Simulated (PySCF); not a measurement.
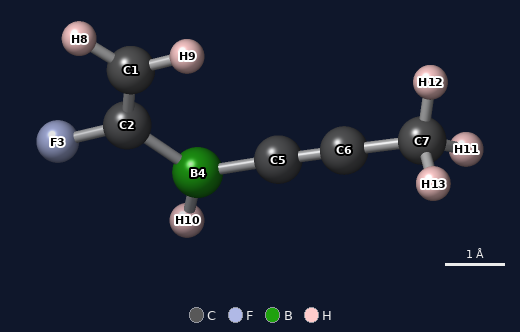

Fig. 1: The structure as given in the input (ball-and-stick view, seen at a tilt; atoms are numbered from 1 in the order of the input). Bond lengths as drawn: B–C 1.51 to 1.55 Å, B–H 1.21 Å, C–C 1.22 to 1.45 Å, C–F 1.34 Å and C–H 1.09 to 1.10 Å.

# What a change does: NMR shielding calculation on C5H6BF

System: C5H6BF.
Method of run A: GIAO PBE0/STO-3G NMR shielding, non-relativistic, gas phase (PySCF 2.14.0).

The geometry comes from this level: PBE0-D3(BJ)/def2-SVP. Text and figures count atoms from 1; the logs count them from 0 in places.

## Input, run A
```
{"job": {"kind": "nmr", "xc": "PBE0", "basis": "STO-3G", "pop": true}, "charge": 0, "multiplicity": 1}
C     -2.303552     0.661627    -0.555604
C     -2.205395    -0.579783    -0.056471
F     -3.330111    -1.292747     0.116836
B     -0.876833    -1.279162     0.344308
C      0.447540    -0.570726     0.203930
C      1.531816    -0.013403     0.107531
C      2.818280     0.645145     0.007947
H     -3.270542     1.097922    -0.821187
H     -1.395699     1.248855    -0.699879
H     -0.917167    -2.406834     0.776235
H      3.615514    -0.070915    -0.245485
H      2.809709     1.442590    -0.751162
H      3.080385     1.104837     0.974597
```

The first line tells a small driver script what to run in PySCF; the rest is the geometry in Å.

Launched with:
```bash
OMP_NUM_THREADS=1 python <driver script> task.json out
```

Hardware: 1 CPU thread, shared host.

## Output (run A)
```
coarse grid: 11328 points
cycle   1  E = -314.2659707916  dE =  8.585e-01  |g| = 3.843e-01  |ddm| = 4.846e+00
cycle   2  E = -314.2151910146  dE =  5.078e-02  |g| = 6.035e-01  |ddm| = 1.236e+00
cycle   3  E = -314.3163885800  dE = -1.012e-01  |g| = 1.491e-01  |ddm| = 7.588e-01
cycle   4  E = -314.3223807694  dE = -5.992e-03  |g| = 4.714e-02  |ddm| = 2.025e-01
cycle   5  E = -314.3230345513  dE = -6.538e-04  |g| = 6.239e-03  |ddm| = 5.514e-02
cycle   6  E = -314.3230464894  dE = -1.194e-05  |g| = 2.230e-03  |ddm| = 1.158e-02
cycle   7  E = -314.3230480340  dE = -1.545e-06  |g| = 1.121e-03  |ddm| = 4.443e-03
final grid: 111088 points
cycle   8  E = -314.2953330832  dE = -6.144e-06  |g| = 4.047e-03  |ddm| = 1.317e-02
cycle   9  E = -314.2953267022  dE =  6.381e-06  |g| = 6.008e-03  |ddm| = 1.356e-02
cycle  10  E = -314.2953382469  dE = -1.154e-05  |g| = 1.310e-03  |ddm| = 8.793e-03
cycle  11  E = -314.2953387195  dE = -4.726e-07  |g| = 2.879e-04  |ddm| = 1.538e-03
cycle  12  E = -314.2953387418  dE = -2.233e-08  |g| = 1.223e-04  |ddm| = 4.583e-04
cycle  13  E = -314.2953387462  dE = -4.431e-09  |g| = 2.163e-05  |ddm| = 1.343e-04
cycle  14  E = -314.2953387464  dE = -1.473e-10  |g| = 6.700e-06  |ddm| = 3.112e-05
converged SCF energy = -314.2953387464

GIAO shielding tensors (ppm)
atom      isotropic    diamagn.    paramagn.     s11        s22        s33       span
  0 C      125.330     254.648    -129.318     35.109    129.575    211.305    176.196
  1 C       93.769     257.421    -163.652     30.965     84.323    166.020    135.055
  2 F      303.281     450.399    -147.118    188.701    215.214    505.929    317.228
  3 B       73.777     198.156    -124.379     27.754     40.841    152.737    124.983
  4 C      154.579     266.881    -112.303     90.501     99.783    273.454    182.953
  5 C      119.710     267.093    -147.382     86.706    105.961    166.464     79.757
  6 C      218.300     244.060     -25.760    212.411    212.447    230.041     17.630
  7 H       26.913      29.511      -2.598     24.678     25.764     30.298      5.620
  8 H       26.565      34.219      -7.653     24.848     24.935     29.913      5.065
  9 H       26.509      30.572      -4.063     24.511     26.569     28.447      3.936
 10 H       30.761      28.065       2.696     26.115     27.957     38.211     12.095
 11 H       30.810      29.846       0.964     26.083     28.232     38.114     12.032
 12 H       30.766      28.907       1.859     26.411     27.878     38.008     11.597
```

Run B used a changed input.

## The two runs side by side

```tsv
quantity	run A	run B
outcome	converged	converged
total energy (hartree)	−314.295339	−318.311159
HOMO (eV)	−4.76	−7.39
LUMO (eV)	0.32	−2.13
dipole moment (D)	2.11	3.73
shielding of C1 (ppm)	125.3	78.2
shielding of C2 (ppm)	93.8	24.4
shielding of F3 (ppm)	303.3	280.8
shielding of B4 (ppm)	73.8	63.6
shielding of C5 (ppm)	154.6	110.1
shielding of C6 (ppm)	119.7	68.0
shielding of C7 (ppm)	218.3	191.3
SCF iterations	14	14
basis functions	41	75
wall time (shared host)	3.5 s	6.7 s
```

What was changed in the input?

The change (lines with − go, lines with + come):
```diff
-"basis": "STO-3G"
+"basis": "6-31G"
```

The total energy of run B is 2520.0 kcal/mol lower, which measures the change of basis and not a stability. The HOMO goes from −4.76 to −7.39 eV. The LUMO goes from 0.32 to −2.13 eV. The dipole moment goes from 2.11 to 3.73 D. Of all shieldings, the largest change is that of C2, by −69.3 ppm. The number of SCF iterations is the same. The basis functions go from 41 to 75.

## Output (run B)
```
coarse grid: 11328 points
cycle   1  E = -318.2964402652  dE =  8.110e-01  |g| = 4.981e-01  |ddm| = 3.596e+00
cycle   2  E = -318.2555808215  dE =  4.086e-02  |g| = 6.928e-01  |ddm| = 1.117e+00
cycle   3  E = -318.3478375376  dE = -9.226e-02  |g| = 1.383e-01  |ddm| = 6.678e-01
cycle   4  E = -318.3520890286  dE = -4.251e-03  |g| = 5.925e-02  |ddm| = 1.823e-01
cycle   5  E = -318.3529641286  dE = -8.751e-04  |g| = 1.457e-02  |ddm| = 6.861e-02
cycle   6  E = -318.3530196404  dE = -5.551e-05  |g| = 2.035e-03  |ddm| = 1.590e-02
cycle   7  E = -318.3530208201  dE = -1.180e-06  |g| = 6.917e-04  |ddm| = 2.815e-03
final grid: 111088 points
cycle   8  E = -318.3111464480  dE = -1.690e-05  |g| = 7.076e-03  |ddm| = 2.182e-02
cycle   9  E = -318.3111411115  dE =  5.337e-06  |g| = 9.149e-03  |ddm| = 1.451e-02
cycle  10  E = -318.3111584569  dE = -1.735e-05  |g| = 1.577e-03  |ddm| = 8.539e-03
cycle  11  E = -318.3111590095  dE = -5.526e-07  |g| = 5.238e-04  |ddm| = 1.809e-03
cycle  12  E = -318.3111590774  dE = -6.796e-08  |g| = 8.926e-05  |ddm| = 5.255e-04
cycle  13  E = -318.3111590788  dE = -1.405e-09  |g| = 4.267e-05  |ddm| = 1.196e-04
cycle  14  E = -318.3111590793  dE = -4.470e-10  |g| = 1.511e-05  |ddm| = 5.103e-05
converged SCF energy = -318.3111590793

GIAO shielding tensors (ppm)
atom      isotropic    diamagn.    paramagn.     s11        s22        s33       span
  0 C       78.243     260.785    -182.542    -18.183     83.284    169.628    187.810
  1 C       24.432     252.813    -228.380    -78.162     51.097    100.362    178.523
  2 F      280.812     468.332    -187.520    160.162    273.614    408.661    248.499
  3 B       63.607     199.269    -135.662     19.124     42.554    129.143    110.019
  4 C      110.133     266.628    -156.495     24.141     35.703    270.556    246.415
  5 C       68.028     267.417    -199.389      8.537     30.386    165.160    156.623
  6 C      191.261     248.236     -56.975    184.036    185.090    204.657     20.622
  7 H       26.689      29.145      -2.456     24.399     26.252     29.416      5.017
  8 H       26.321      34.534      -8.213     24.685     24.838     29.441      4.756
  9 H       25.884      29.522      -3.637     23.988     26.357     27.308      3.320
 10 H       30.302      27.485       2.817     25.826     28.575     36.505     10.679
 11 H       30.397      28.971       1.427     25.773     28.925     36.495     10.722
 12 H       30.343      28.174       2.168     26.272     28.526     36.231      9.959
```
